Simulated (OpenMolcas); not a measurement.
**quartet OF at 6 levels**

Wanted: a comparison of 6 runs (UHF/aug-cc-pVTZ, UB3LYP/6-31G*, UBHLYP/aug-cc-pVTZ, UM06-2X/aug-cc-pVTZ, UM06-L/aug-cc-pVTZ, UTPSS/aug-cc-pVTZ) of quartet OF. 

Program for the calculation: OpenMolcas 26.06.

### 1 Starting point

OF has 2 atoms, charge 0, and is taken as a quartet. SMILES of the parent species: `[O]F`. Geometry: relaxed at PBE0-D4/def2-TZVP. That shape belongs to the parent species and isn't relaxed for this state.

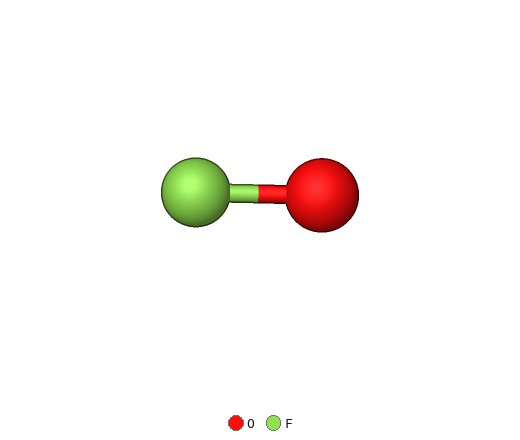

Viewed from a chosen angle; oxygen red, fluorine green.

### 2 The energy at UHF/aug-cc-pVTZ (run 1)

calc.inp

```
>>> EXPORT MOLCAS_PRINT=2
&GATEWAY
BASLIB=$CurrDir
COORD
2
angstrom
O        0.000000       0.000000      -0.015950
F        0.000000       0.000000       1.314400
BASIS=aug-cc-pVTZ
GROUP=NoSym
&SEWARD
&SCF
UHF
SPIN=4
THRESHOLDS=1e-10 1e-07 1e-07 1e-05
PRORBITALS=1 2
```

The basis set aug-cc-pVTZ is read from a file made from the Basis Set Exchange's data (not shown).

Run with:

```
$ export MOLCAS_MEM=1860
$ pymolcas calc.inp > calc.log
```

The program printed:

```text
--- Start Module: gateway ---
[...]
--- Stop Module: gateway /rc=_RC_ALL_IS_WELL_ ---
--- Start Module: seward ---
[...]
      Basis functions           92
--- Stop Module: seward /rc=_RC_ALL_IS_WELL_ ---
[...]
--- Start Module: scf ---
[...]
       Convergence after  19 Iterations
[...]
::    Total SCF energy                               -174.0656299368
[...]
      Total spin, S                                     1.5074740876
[...]
      Total electronic charge=   17.000000
      Total            charge=   -0.000000
[...]
      Dipole Moment (debye):
      Origin of the operator (angstrom)=    0.0000    0.0000    0.7063
                   X=  4.8456E-16               Y=  4.2278E-17               Z= -1.3982E+00           Total=  1.3982E+00
      Quadrupole Moment (debye*angstrom):
[...]
--- Stop Module: scf /rc=_RC_ALL_IS_WELL_ ---
[...]
```

Run time: 6 s. Hardware: 1 thread of Arm Neoverse V1, shared host; peak memory 0.51 GiB.

### 3 A single-point energy at UB3LYP/6-31G(d) (spherical functions) (run 2)

calc.inp

```
* FO Kohn-Sham DFT

&gateway
 baslib = $CurrDir
 coord
 2
 angstrom
 O        0.000000       0.000000      -0.015950
 F        0.000000       0.000000       1.314400
 basis = 6-31Gs
 group = NoSym

&seward
 gridinput
 Grid=UltraFine
 End of Grid

&scf
 uhf
 spin = 4
 ksdft = B3LYP
 thresholds = 1e-10 1e-07 1e-07 1e-05
 prorbitals = 1 1
```

The basis set 6-31G* is read from a file made from the Basis Set Exchange's data (not shown).

Run with:

```
$ export MOLCAS_MEM=1860
$ pymolcas calc.inp > calc.log
```

The program printed:

```text
--- Start Module: gateway ---
[...]
--- Stop Module: gateway /rc=_RC_ALL_IS_WELL_ ---
--- Start Module: seward ---
[...]
      Basis functions           28
--- Stop Module: seward /rc=_RC_ALL_IS_WELL_ ---
--- Start Module: scf ---
[...]
       Convergence after  16 Iterations
[...]
::    Total KS-DFT energy                            -174.7062378219
[...]
      Total spin, S                                     1.5017538845
[...]
      Total electronic charge=   17.000000
      Total            charge=   -0.000000
[...]
      Dipole Moment (debye):
      Origin of the operator (angstrom)=    0.0000    0.0000    0.7063
                   X= -4.7698E-16               Y=  2.2976E-16               Z= -2.2090E-01           Total=  2.2090E-01
      Quadrupole Moment (debye*angstrom):
[...]
--- Stop Module: scf /rc=_RC_ALL_IS_WELL_ ---
[...]
```

Wall time 6 s (1 thread of Arm Neoverse V1, shared host); peak memory 0.37 GiB.

Runs 3 to 5 aren't shown in full; the table further down has their settings and results.

### 4 A single-point energy at UTPSS/aug-cc-pVTZ (run 6)

struct.xyz

```xyz
2

O      0.000000     0.000000    -0.015950
F      0.000000     0.000000     1.314400
```

test.input

```
* FO Kohn-Sham DFT
>>> EXPORT MOLCAS_PRINT=2

&GATEWAY
  BasLib=$CurrDir
  Coord=struct.xyz
  Basis=aug-cc-pVTZ
  Group=NoSym

&SEWARD
  GridInput
  Grid=UltraFine
  End of Grid

&SCF
  UHF
  Spin=4
  KSDFT=2
  1.0 MGGA_X_TPSS
  1.0 MGGA_C_TPSS
  Thresholds=1e-10 1e-07 1e-07 1e-05
  PrOrbitals=1
```

The basis set aug-cc-pVTZ is read from a file made from the Basis Set Exchange's data (not shown).

Run with:

```
$ export MOLCAS_MEM=1860
$ pymolcas test.input > test.log
```

The program printed:

```text
--- Start Module: gateway ---
[...]
--- Stop Module: gateway /rc=_RC_ALL_IS_WELL_ ---
--- Start Module: seward ---
[...]
      Basis functions           92
--- Stop Module: seward /rc=_RC_ALL_IS_WELL_ ---
[...]
--- Start Module: scf ---
[...]
       Convergence after  21 Iterations
[...]
::    Total KS-DFT energy                            -174.8151293063
[...]
      Total spin, S                                     1.5017110933
[...]
      Total electronic charge=   17.000000
      Total            charge=   -0.000000
[...]
      Dipole Moment (debye):
      Origin of the operator (angstrom)=    0.0000    0.0000    0.7063
                   X= -1.1474E-16               Y= -1.1514E-16               Z= -2.9116E-01           Total=  2.9116E-01
      Quadrupole Moment (debye*angstrom):
[...]
--- Stop Module: scf /rc=_RC_ALL_IS_WELL_ ---
[...]
```

It took 40 s on 1 thread of Arm Neoverse V1, shared host; peak memory 0.51 GiB.

### 5 All runs side by side

```
run                                level  integration grid  energy (Eh)  dipole moment (D)  HOMO energy (eV)   ⟨S²⟩  wall time
  1                      UHF/aug-cc-pVTZ                 –  -174.065630               1.40            -11.07  3.780        6 s
  2  UB3LYP/6-31G* (spherical functions)         UltraFine  -174.706238               0.22             -3.57  3.757        6 s
  3                   UBHLYP/aug-cc-pVTZ         UltraFine  -174.718956               0.79             -7.11  3.768       22 s
  4                  UM06-2X/aug-cc-pVTZ         UltraFine  -174.719933               0.70             -6.98  3.766       33 s
  5                   UM06-L/aug-cc-pVTZ         UltraFine  -174.763700               0.36             -3.11  3.765       35 s
  6                    UTPSS/aug-cc-pVTZ         UltraFine  -174.815129               0.29             -2.94  3.757       40 s
```

### 6 What came out

```
                                 quantity          value
                      run 6: total energy  -174.81513 Eh
                     run 6: dipole moment         0.29 D
run 6: HOMO energy (highest over α and β)       -2.94 eV
                              run 6: ⟨S²⟩          3.757
```

In words: The dipole moment (its size) runs from 0.22 D (UB3LYP/6-31G*) to 1.40 D (UHF/aug-cc-pVTZ). The two ends differ in method and basis. Totals of different functionals can't be ranked against each other. All runs together took 2.4 min, the longest 40 s.
